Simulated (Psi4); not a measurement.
**BPH6 (SMILES [BH3-][PH3+]) at MP2/cc-pV(Q+d)Z (density fitting, density fitting for correlation, sweep point 6)**

Aim: the vertical ionisation energy of BPH6 at MP2/cc-pV(Q+d)Z (density fitting, density fitting for correlation, sweep point 6), from 2 runs. 

Program for the calculation: Psi4 1.11.

## (1) The molecule

BPH6 has 8 atoms, charge 0, and is taken as a singlet. SMILES: `[BH3-][PH3+]`. The coordinates come from a PBE0-D4/def2-TZVP relaxation.

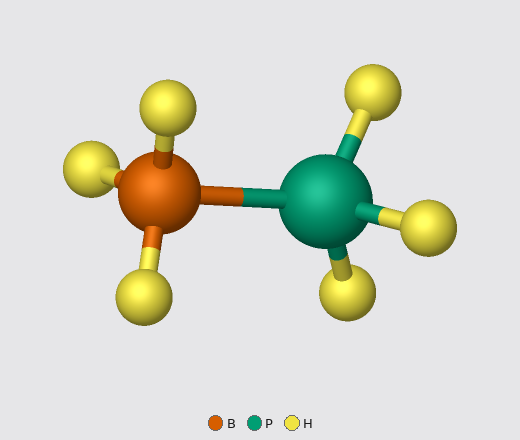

Viewed from a chosen angle; boron orange, phosphorus teal, hydrogen yellow.

## (2) A single-point energy at MP2/cc-pV(Q+d)Z (density fitting, density fitting for correlation, sweep point 6)

Contents of input.dat:

```
memory 1600 MB

molecule geom {
  B     -0.556100     0.227200    -0.914000
  P      0.433900    -0.181600     0.667700
  H     -1.693400     0.343100    -0.520100
  H     -0.367800    -0.730200    -1.628000
  H     -0.055500     1.254200    -1.309900
  H      0.418800     0.755700     1.718800
  H      1.823100    -0.380300     0.547100
  H      0.089200    -1.345200     1.382600
  symmetry c1
}

set {
  reference       rhf
  puream          true
  scf_type        df
  num_frozen_docc 6
}

E, wfn = energy("mp2/cc-pV(Q+d)Z", return_wfn=True)
```

Run with:

```
psi4 input.dat output.dat -n 1
```

output.dat:

```text
[...]
  Running in c1 symmetry.
[...]
  Nuclear repulsion =   59.544517156228110
[...]
  Multiplicity = 1
[...]
  Nalpha       = 13
  Nbeta        = 13
[...]
    Number of basis functions: 299
[...]
   @DF-RHF iter   1:  -368.80453694405162   -3.38808e-01   1.18149e-03 ADIIS/DIIS
[...]
   @DF-RHF iter   9:  -368.91378859828353   -1.66494e-10   6.44820e-09 DIIS
[...]
    Orbital Energies [Eh]
    ---------------------
    Doubly Occupied:
       1A    -79.999906     2A     -7.543456     3A     -7.527026
       4A     -5.438337     5A     -5.438337     6A     -5.437073
       7A     -0.922377     8A     -0.694318     9A     -0.585282
      10A     -0.585255    11A     -0.438983    12A     -0.437745
      13A     -0.437731
[...]
  @DF-RHF Final Energy:  -368.91378859828353
   => Energetics <=
    Nuclear Repulsion Energy =             59.5445171562281104
    One-Electron Energy =                -625.9449611833774725
    Two-Electron Energy =                 197.4866554288657312
    Total Energy =                       -368.9137885982835883
[...]
 Multipole Moments:
 ------------------------------------------------------------------------------------
     Multipole            Electronic (a.u.)      Nuclear  (a.u.)        Total (a.u.)
 ------------------------------------------------------------------------------------
 L = 1.  Multiply by 2.5417464519 to convert [e a0] to [Debye]
 Dipole X            :          1.1359375           -0.2562415            0.8796960
 Dipole Y            :         -0.4694575            0.1061634           -0.3632942
 Dipole Z            :          1.8138309           -0.4084037            1.4054271
 Magnitude           :                                                    1.6973724
[...]
```

Run time: 5.7 s. Hardware: 1 thread of Intel Xeon 6975P-C (Granite Rapids), shared host; peak memory 0.78 GiB.

## (3) The doublet cation, same level

Contents of bh6p.dat:

```
memory 1600 mb

molecule {
  1 2
  B     -0.556100     0.227200    -0.914000
  P      0.433900    -0.181600     0.667700
  H     -1.693400     0.343100    -0.520100
  H     -0.367800    -0.730200    -1.628000
  H     -0.055500     1.254200    -1.309900
  H      0.418800     0.755700     1.718800
  H      1.823100    -0.380300     0.547100
  H      0.089200    -1.345200     1.382600
  symmetry c1
}

set globals {
  reference uhf
  puream true
  scf_type df
  num_frozen_docc 6
  maxiter 150
}

result, w = energy("mp2/cc-pV(Q+d)Z", return_wfn=True)
print_variables()
```

Run with:

```
psi4 bh6p.dat bh6p.out -n 1
```

bh6p.out:

```text
[...]
  Running in c1 symmetry.
[...]
  Nuclear repulsion =   59.544517156228110
[...]
  Multiplicity = 2
[...]
  Nalpha       = 13
  Nbeta        = 12
[...]
    Number of basis functions: 299
[...]
   @DF-UHF iter   1:  -368.39367453362621    7.20548e-02   1.02128e-03 ADIIS/DIIS
[...]
   @DF-UHF iter  21:  -368.53167214676796   -4.41673e-11   5.04624e-09 DIIS
[...]
   @S^2 Observed:                7.830890334E-01
[...]
    Orbital Energies [Eh]
    ---------------------
    Alpha Occupied:
       1A    -80.209080     2A     -7.839559     3A     -7.754312
       4A     -5.649571     5A     -5.649491     6A     -5.648620
       7A     -1.149278     8A     -1.006708     9A     -0.849772
      10A     -0.791870    11A     -0.770189    12A     -0.734430
      13A     -0.692947
    Alpha Virtual:
      14A     -0.072186    15A     -0.063597    16A     -0.052450
      17A     -0.051017    18A     -0.019829    19A     -0.017751
      20A      0.008956    21A      0.017432    22A      0.021830
      23A      0.036151    24A      0.062198    25A      0.070382
[...]
  @DF-UHF Final Energy:  -368.53167214676796
   => Energetics <=
    Nuclear Repulsion Energy =             59.5445171562281104
    One-Electron Energy =                -619.6756751468077482
    Two-Electron Energy =                 191.5994858438116353
    Total Energy =                       -368.5316721467679599
  UHF NO Occupations:
  HONO-2 :   11  A 1.9997360
  HONO-1 :   12  A 1.9839685
[...]
 Multipole Moments:
 ------------------------------------------------------------------------------------
     Multipole            Electronic (a.u.)      Nuclear  (a.u.)        Total (a.u.)
 ------------------------------------------------------------------------------------
 L = 1.  Multiply by 2.5417464519 to convert [e a0] to [Debye]
 Dipole X            :          0.0965437           -0.2562415           -0.1596978
 Dipole Y            :          0.1913597            0.1061634            0.2975231
 Dipole Z            :          0.4206781           -0.4084037            0.0122743
 Magnitude           :                                                    0.3378965
[...]
```

It took 10 s on 1 thread of Intel Xeon 6975P-C (Granite Rapids), shared host; peak memory 0.79 GiB.

## (4) Results

Level: MP2/cc-pV(Q+d)Z (density fitting, density fitting for correlation, sweep point 6), 6 core orbitals frozen.

| quantity | value |
| --- | --- |
| singlet BPH6: total energy | -369.24081 Eh |
| singlet BPH6: HOMO energy (Hartree–Fock orbitals) | -11.91 eV |
| singlet BPH6: LUMO energy (Hartree–Fock orbitals) | 2.51 eV |
| singlet BPH6: HOMO–LUMO gap (Hartree–Fock orbitals) | 14.42 eV |
| singlet BPH6: correlation energy (6 core orbitals frozen) | -327.0 mEh |
| doublet cation: total energy | -368.82381 Eh |
| doublet cation: HOMO energy (Hartree–Fock orbitals) (highest over α and β) | -18.40 eV |
| doublet cation: LUMO energy (Hartree–Fock orbitals) (lowest over α and β) | -9.01 eV |
| doublet cation: correlation energy (6 core orbitals frozen) | -292.1 mEh |
| doublet cation: ⟨S²⟩ of the reference determinant | 0.783 |
| vertical ionisation energy (to the doublet cation) | 11.347 eV |

What this shows: The vertical ionisation energy comes to 11.35 eV (262 kcal/mol).
